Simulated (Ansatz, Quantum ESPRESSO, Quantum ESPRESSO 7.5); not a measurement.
# Conductance against width: vacuum gaps between two Ag(100) faces

Wanted: T at the Fermi level along a series, and its decay constant, for vacuum gaps between two Ag(100) faces.

Method: plane-wave DFT, PBE, PseudoDojo norm-conserving pseudopotentials (cross-check by Ansatz 0.2.0 with PAW datasets), in Quantum ESPRESSO 7.5.

### 1. Set-up

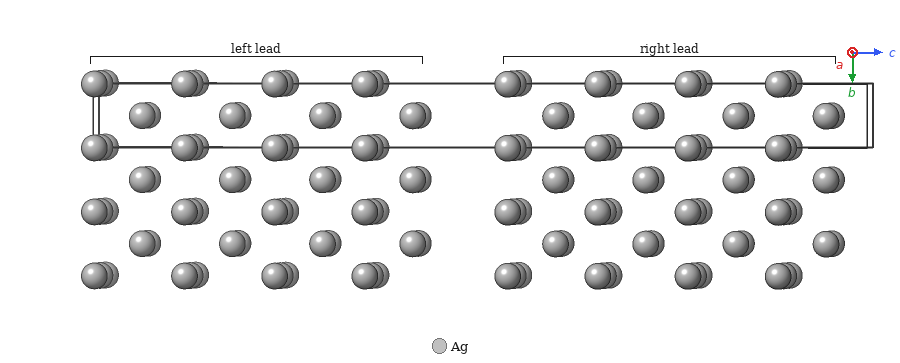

The starting structure, seen from the side, with the c axis across the page (silver light grey). 2×3×1 cells are drawn. Some periodic images of atoms are drawn too.

The cell holds 16 atoms: 16 Ag. Cell: a = 2.934 Å, b = 2.934 Å, c = 35.625 Å, α = 90.0°, β = 90.0°, γ = 90.0°. It derives from Ag. Regions: left lead, 8 atoms (8 Ag); right lead, 8 atoms (8 Ag). The structure is stacked along c, and the current runs across the ab planes.

### 2. Ground state, 4.5 Å

One periodic cell holds a stretch of lead, the junction and more lead; the atoms stay as built.

j0.scf.in reads:

```
&control
  prefix = 'j0.scf'
  outdir = './out'
  pseudo_dir = './pseudo'
  calculation = 'scf'
  tprnfor = .true.
/
&system
  ibrav = 0
  nat = 16
  ntyp = 1
  ecutwfc = 74
  ecutrho = 296
  occupations = 'smearing'
  smearing = 'mv'
  degauss = 0.01
/
&electrons
  conv_thr = 1e-07
  mixing_beta = 0.25
  electron_maxstep = 120
  mixing_mode = 'local-TF'
/
ATOMIC_SPECIES
  Ag  107.8682  Ag.dojo-sr-pbe-0.4.1-standard.upf
CELL_PARAMETERS angstrom
  2.93449314192417 0.00000000000000 0.00000000000000
  0.00000000000000 2.93449314192417 0.00000000000000
  0.00000000000000 0.00000000000000 35.62500000000000
ATOMIC_POSITIONS crystal
  Ag  0.000000000000 0.000000000000 0.000000000000
  Ag  0.500000000000 0.500000000000 0.058245614035
  Ag  0.000000000000 0.000000000000 0.116491228070
  Ag  0.500000000000 0.500000000000 0.174736842105
  Ag  0.000000000000 0.000000000000 0.232982456140
  Ag  0.500000000000 0.500000000000 0.291228070175
  Ag  0.000000000000 0.000000000000 0.349473684211
  Ag  0.500000000000 0.500000000000 0.407719298246
  Ag  0.000000000000 0.000000000000 0.534035087719
  Ag  0.500000000000 0.500000000000 0.592280701754
  Ag  0.000000000000 0.000000000000 0.650526315789
  Ag  0.500000000000 0.500000000000 0.708771929825
  Ag  0.000000000000 0.000000000000 0.767017543860
  Ag  0.500000000000 0.500000000000 0.825263157895
  Ag  0.000000000000 0.000000000000 0.883508771930
  Ag  0.500000000000 0.500000000000 0.941754385965
K_POINTS automatic
  8 8 1 0 0 0
```

Started as:

```console
> OMP_NUM_THREADS=1 mpirun -n 8 pw.x -nk 4 -in j0.scf.in > j0.scf.out
```

Output:

```text
Program PWSCF v.7.5 starts
[citation notice left out]

     Parallel version (MPI & OpenMP), running on       8 processor cores
     Number of MPI processes:                 8
     Threads/MPI process:                     1

     MPI processes distributed on     1 nodes
[...]
Current dimensions of program PWSCF are:
     Max number of different atomic species (ntypx) = 10
     Max number of k-points (npk) =  40000
     Max angular momentum in pseudopotentials (lmaxx) =  4
     Message from routine setup:
     using ibrav=0 with symmetry is DISCOURAGED, use correct ibrav instead

     K-points division:     npool     =       4
     R & G space division:  proc/nbgrp/npool/nimage =       2
     Subspace diagonalization in iterative solution of the eigenvalue problem:
     a serial algorithm will be used

     Parallelization info
     --------------------
     sticks:   dense  smooth     PW     G-vecs:    dense   smooth      PW
     Min         362     362    110                89004    89004   14594
     Max         363     363    111                89025    89025   14603
     Sum         725     725    221               178029   178029   29197

     Using Slab Decomposition

     bravais-lattice index     =            0
     lattice parameter (alat)  =       5.5454  a.u.
     unit-cell volume          =    2070.2256 (a.u.)^3
     number of atoms/cell      =           16
     number of atomic types    =            1
     number of electrons       =       304.00
     number of Kohn-Sham states=          182
     kinetic-energy cutoff     =      74.0000  Ry
     charge density cutoff     =     296.0000  Ry
     scf convergence threshold =      1.0E-07
     mixing beta               =       0.2500
     number of iterations used =            8  local-TF  mixing
     Exchange-correlation= PBE
                           (   1   4   3   4   0   0   0)

     celldm(1)=   5.545388  celldm(2)=   0.000000  celldm(3)=   0.000000
     celldm(4)=   0.000000  celldm(5)=   0.000000  celldm(6)=   0.000000

     crystal axes: (cart. coord. in units of alat)
               a(1) = (   1.000000   0.000000   0.000000 )
               a(2) = (   0.000000   1.000000   0.000000 )
               a(3) = (   0.000000   0.000000  12.140086 )

     reciprocal axes: (cart. coord. in units 2 pi/alat)
               b(1) = (  1.000000  0.000000  0.000000 )
               b(2) = (  0.000000  1.000000  0.000000 )
               b(3) = (  0.000000  0.000000  0.082372 )

     PseudoPot. # 1 for Ag read from file:
     ./pseudo/Ag.dojo-sr-pbe-0.4.1-standard.upf
     Pseudo is Norm-conserving + core correction, Zval = 19.0
     Generated using ONCVPSP code by D. R. Hamann
     Using radial grid of 1538 points,  6 beta functions with:
                l(1) =   0
                l(2) =   0
                l(3) =   1
                l(4) =   1
                l(5) =   2
                l(6) =   2

     atomic species   valence    mass     pseudopotential
     Ag               19.00   107.86820     Ag( 1.00)

      8 Sym. Ops. (no inversion) found

   Cartesian axes

     site n.     atom                  positions (alat units)
         1        Ag     tau(   1) = (   0.0000000   0.0000000   0.0000000  )
         2        Ag     tau(   2) = (   0.5000000   0.5000000   0.7071068  )
         3        Ag     tau(   3) = (   0.0000000   0.0000000   1.4142136  )
         4        Ag     tau(   4) = (   0.5000000   0.5000000   2.1213203  )
         5        Ag     tau(   5) = (   0.0000000   0.0000000   2.8284271  )
         6        Ag     tau(   6) = (   0.5000000   0.5000000   3.5355339  )
         7        Ag     tau(   7) = (   0.0000000   0.0000000   4.2426407  )
         8        Ag     tau(   8) = (   0.5000000   0.5000000   4.9497475  )
         9        Ag     tau(   9) = (   0.0000000   0.0000000   6.4832321  )
        10        Ag     tau(  10) = (   0.5000000   0.5000000   7.1903388  )
        11        Ag     tau(  11) = (   0.0000000   0.0000000   7.8974456  )
        12        Ag     tau(  12) = (   0.5000000   0.5000000   8.6045524  )
        13        Ag     tau(  13) = (   0.0000000   0.0000000   9.3116592  )
        14        Ag     tau(  14) = (   0.5000000   0.5000000  10.0187660  )
        15        Ag     tau(  15) = (   0.0000000   0.0000000  10.7258727  )
        16        Ag     tau(  16) = (   0.5000000   0.5000000  11.4329795  )

     number of k points=    15  Marzari-Vanderbilt smearing, width (Ry)=  0.0100
                       cart. coord. in units 2pi/alat
        k(    1) = (   0.0000000   0.0000000   0.0000000), wk =   0.0312500
        k(    2) = (   0.0000000   0.1250000   0.0000000), wk =   0.1250000
        k(    3) = (   0.0000000   0.2500000   0.0000000), wk =   0.1250000
        k(    4) = (   0.0000000   0.3750000   0.0000000), wk =   0.1250000
        k(    5) = (   0.0000000  -0.5000000   0.0000000), wk =   0.0625000
        k(    6) = (   0.1250000   0.1250000   0.0000000), wk =   0.1250000
        k(    7) = (   0.1250000   0.2500000   0.0000000), wk =   0.2500000
        k(    8) = (   0.1250000   0.3750000   0.0000000), wk =   0.2500000
        k(    9) = (   0.1250000  -0.5000000   0.0000000), wk =   0.1250000
        k(   10) = (   0.2500000   0.2500000   0.0000000), wk =   0.1250000
[...]
k(   15) = (  -0.5000000  -0.5000000   0.0000000), wk =   0.0312500

     Dense  grid:   178029 G-vectors     FFT dimensions: (  32,  32, 375)

     Estimated max dynamical RAM per process >     385.48 MB

     Estimated total dynamical RAM >       2.88 GB

     Initial potential from superposition of free atoms

     starting charge     303.9926, renormalised to     304.0000
     Starting wfcs are  160 randomized atomic wfcs +   22 random wfcs

     total cpu time spent up to now is        5.0 secs

     per-process dynamical memory:   247.3 Mb

     Self-consistent Calculation

     iteration #  1     ecut=    74.00 Ry     beta= 0.25
     Davidson diagonalization with overlap
     ethr =  1.00E-02,  avg # of iterations =  4.0

     Threshold (ethr) on eigenvalues was too large:
     Diagonalizing with lowered threshold

     Davidson diagonalization with overlap
     ethr =  2.96E-04,  avg # of iterations =  2.7

     total cpu time spent up to now is       37.7 secs

     total energy              =   -4960.63683065 Ry
     estimated scf accuracy    <       0.92452199 Ry

     iteration #  2     ecut=    74.00 Ry     beta= 0.25
[...]
total energy              =   -4960.43061039 Ry
[...]
13.0422  13.8562  14.3796  15.4261  15.8931  17.2029  17.4725  18.8821
    18.9794  20.1308  20.2753  20.5012  20.8128  21.1645  21.6517  22.0587
    22.3251  22.4371  22.7125  23.1490  23.9373  24.2651  24.3266  24.5210
    25.3219  25.6585  26.6617  26.8597  26.8748  27.1087

          k = 0.0000 0.3750 0.0000 ( 22283 PWs)   bands (ev):

   -76.9204 -76.9204 -76.8804 -76.8804 -76.8740 -76.8739 -76.8657 -76.8653
   -76.8610 -76.8579 -76.8465 -76.8465 -76.8422 -76.8422 -76.6510 -76.6509
   -40.4340 -40.4340 -40.4126 -40.4108 -40.4072 -40.4062 -40.4055 -40.4042
   -40.3913 -40.3899 -40.3802 -40.3748 -40.3687 -40.3640 -40.3607 -40.3607
   -40.3569 -40.3521 -40.3457 -40.3383 -40.3288 -40.3226 -40.3226 -40.3212
   -40.3139 -40.3137 -40.3096 -40.3095 -40.3055 -40.3017 -40.3014 -40.2987
   -40.2969 -40.2969 -40.2954 -40.2897 -40.2897 -40.2896 -40.2846 -40.2846
   -40.2743 -40.2743 -40.1666 -40.1666 -40.1117 -40.1117 -40.1041 -40.1041
     8.9887   8.9895   9.0360   9.0372   9.1133   9.1189   9.2064   9.2108
     9.3297   9.3311   9.4589   9.4727   9.5511   9.5940   9.7300   9.7508
    10.0819  10.0917  10.1167  10.1461  10.1492  10.2148  10.2289  10.2911
    10.3063  10.3559  10.4008  10.4231  10.4381  10.4450  10.4476  10.4619
    10.4636  10.4848  10.4865  10.4917  10.5513  10.5515  10.5681  10.5954
    10.6264  10.6274  10.6612  10.6808  10.7297  10.7329  10.7999  10.8557
    10.8637  10.8640  10.9922  10.9961  10.9993  11.0836  11.1186  11.1336
    11.2162  11.2754  11.2757  11.3141  11.4370  11.4528  11.5427  11.5626
    11.6447  11.6824  11.7390  11.7425  11.7973  11.8186  11.8368  11.8383
    11.8955  11.9014  11.9837  11.9862  12.0429  12.0459  12.0784  12.0804
    12.4187  12.4205  12.4879  12.5141  12.5432  12.6284  12.9972  13.6215
    14.1534  14.9751  15.5101  16.4221  16.7724  17.0620  17.1017  17.1727
    18.0995  18.3550  18.8258  18.9291  19.2656  19.3476  19.7774  20.0503
    20.7997  20.8260  21.0455  21.4106  22.2535  22.6270  23.3191  23.4384
    23.8672  24.1723  25.5067  25.5546  25.6242  25.8887

          k = 0.0000-0.5000 0.0000 ( 22292 PWs)   bands (ev):

   -76.9197 -76.9197 -76.8790 -76.8790 -76.8737 -76.8737 -76.8644 -76.8644
   -76.8594 -76.8594 -76.8451 -76.8451 -76.8424 -76.8424 -76.6503 -76.6503
   -40.4445 -40.4445 -40.4198 -40.4198 -40.4147 -40.4147 -40.4073 -40.4073
   -40.3986 -40.3986 -40.3859 -40.3859 -40.3781 -40.3781 -40.3595 -40.3595
   -40.3527 -40.3527 -40.3357 -40.3357 -40.3290 -40.3290 -40.3184 -40.3184
   -40.3183 -40.3183 -40.3097 -40.3097 -40.3032 -40.3032 -40.2995 -40.2995
   -40.2969 -40.2969 -40.2964 -40.2964 -40.2955 -40.2955 -40.2810 -40.2810
   -40.2775 -40.2775 -40.1764 -40.1764 -40.1111 -40.1111 -40.1034 -40.1034
     8.9202   8.9202   8.9755   8.9755   9.0671   9.0671   9.1808   9.1808
     9.3311   9.3311   9.5185   9.5185   9.7127   9.7127   9.9051   9.9051
    10.1444  10.1444  10.2082  10.2082  10.2548  10.2548  10.2722  10.2722
    10.3017  10.3017  10.3333  10.3333  10.3564  10.3564  10.3768  10.3768
    10.3900  10.3900  10.4172  10.4172  10.4834  10.4834  10.5551  10.5551
    10.5608  10.5608  10.6667  10.6667  10.7612  10.7612  10.7927  10.7927
    10.9152  10.9152  11.0018  11.0018  11.0532  11.0532  11.2834  11.2834
    11.4033  11.4033  11.5181  11.5181  11.5261  11.5261  11.6468  11.6468
    11.7625  11.7625  11.7789  11.7789  11.8655  11.8655  11.9425  11.9425
    11.9615  11.9615  12.0253  12.0253  12.0496  12.0496  12.0626  12.0626
    14.4376  14.4376  14.4583  14.4583  14.4969  14.4969  14.5339  14.5339
    14.5867  14.5867  14.6497  14.6497  14.6985  14.6985  15.1758  15.1758
    17.7131  17.7131  18.5281  18.5281  18.8803  18.8803  19.5859  19.5859
    20.0956  20.0956  21.1624  21.1624  21.6518  21.6518  23.0577  23.0577
    23.3759  23.3759  25.1453  25.1453  25.2553  25.2553

          k = 0.1250 0.1250 0.0000 ( 22323 PWs)   bands (ev):

   -76.9232 -76.9232 -76.8852 -76.8852 -76.8758 -76.8758 -76.8703 -76.8681
   -76.8628 -76.8572 -76.8507 -76.8507 -76.8426 -76.8426 -76.6535 -76.6535
   -40.4083 -40.4083 -40.3993 -40.3979 -40.3863 -40.3813 -40.3798 -40.3776
   -40.3776 -40.3765 -40.3650 -40.3537 -40.3498 -40.3492 -40.3443 -40.3372
   -40.3343 -40.3339 -40.3317 -40.3271 -40.3224 -40.3216 -40.3202 -40.3158
   -40.3132 -40.3123 -40.3052 -40.3037 -40.3031 -40.3013 -40.2990 -40.2985
   -40.2949 -40.2881 -40.2874 -40.2841 -40.2795 -40.2795 -40.2770 -40.2770
   -40.2767 -40.2767 -40.1178 -40.1178 -40.1176 -40.1176 -40.1140 -40.1140
     8.1994   8.2986   8.4580   8.6627   8.9049   9.1771   9.1948   9.2343
     9.2969   9.3169   9.3249   9.3722   9.3926   9.4222   9.4512   9.4962
     9.5134   9.5910   9.6382   9.6422   9.6888   9.7937   9.8563   9.8581
     9.8965   9.9880  10.0675  10.1231  10.1573  10.1622  10.1655  10.4839
    10.4876  10.4903  10.4999  10.5728  10.5761  10.6018  10.6039  10.6117
    10.6127  10.6293  10.6358  10.6407  10.6527  10.7063  10.7274  10.8426
    10.8588  10.9854  10.9903  11.0859  11.0884  11.1206  11.1294  11.1415
    11.1485  11.1532  11.1768  11.1898  11.2492  11.3061  11.3217  11.3643
    11.3781  11.4386  11.4550  11.4865  11.5012  11.5029  11.5986  11.6247
    11.6726  11.6965  11.7179  11.7634  11.7745  11.7873  11.7975  11.8040
    11.8318  11.9089  11.9713  12.0661  12.1025  12.1927  12.2489  12.4258
    12.7252  13.3659  13.8038  14.7473  15.1720  16.4080  16.6162  17.8124
    18.1034  21.8638  22.0040  23.6280  23.6789  23.8060  23.9672  24.0896
    24.2117  24.2818  24.5626  24.6103  24.6404  24.8381  24.9443  25.3149
    25.4786  25.7495  25.9310  26.2657  26.3713  26.5270

[...]
the Fermi energy is    14.9376 ev

!    total energy              =   -4960.52160059 Ry
     estimated scf accuracy    <       0.00000002 Ry
     smearing contrib. (-TS)   =       0.00101737 Ry
     internal energy E=F+TS    =   -4960.52261796 Ry

     The total energy is F=E-TS. E is the sum of the following terms:
     one-electron contribution =   -4059.76129234 Ry
     hartree contribution      =    2177.49335437 Ry
     xc contribution           =    -740.89450680 Ry
     ewald contribution        =   -2337.36017320 Ry

     convergence has been achieved in  11 iterations

     Forces acting on atoms (cartesian axes, Ry/au):

     atom    1 type  1   force =     0.00000000    0.00000000   -0.00116507
     atom    2 type  1   force =     0.00000000    0.00000000    0.00061743
     atom    3 type  1   force =     0.00000000    0.00000000   -0.00099355
     atom    4 type  1   force =     0.00000000    0.00000000    0.00125616
     atom    5 type  1   force =     0.00000000    0.00000000   -0.00010662
     atom    6 type  1   force =     0.00000000    0.00000000   -0.00071437
     atom    7 type  1   force =     0.00000000    0.00000000    0.00266395
     atom    8 type  1   force =     0.00000000    0.00000000    0.00126121
     atom    9 type  1   force =     0.00000000    0.00000000   -0.00125914
     atom   10 type  1   force =     0.00000000    0.00000000   -0.00265830
     atom   11 type  1   force =     0.00000000    0.00000000    0.00071814
     atom   12 type  1   force =     0.00000000    0.00000000    0.00010401
     atom   13 type  1   force =     0.00000000    0.00000000   -0.00126357
     atom   14 type  1   force =     0.00000000    0.00000000    0.00098727
     atom   15 type  1   force =     0.00000000    0.00000000   -0.00061777
     atom   16 type  1   force =     0.00000000    0.00000000    0.00117023

     Total force =     0.005197     Total SCF correction =     0.001450
     SCF correction compared to forces is large: reduce conv_thr to get better values

[...]
=------------------------------------------------------------------------------=
   JOB DONE.
=------------------------------------------------------------------------------=
```

Run time: 3.3 min. Hardware: 8 MPI ranks of Arm Neoverse V2, shared host; peak memory 3.4 GiB.

Numbers from this step:

- free energy: -67491.3346 eV
- Fermi energy: 14.94 eV

The run needed 11 iterations to bring the estimated error under 1e-07 Ry; the largest force on any atom, held or free, is 0.07 eV/Å.

(Continued in part 2 of 4.)

[Logs are printed without paths, hosts, clocks, repeated set-up lines and the standing remarks that a program may print on its own settings, such as how far it seeks lower states.]

[Hosts, paths, dates, database ids (printed as entryN), source tags and the programs' standing remarks are cut or masked in the printed files.]

[Maps of the electrostatic potential energy from Ansatz leave out the sawtooth potential of an applied field or a dipole correction, so their vacuum need not be flat; planar profiles and work functions include it.]
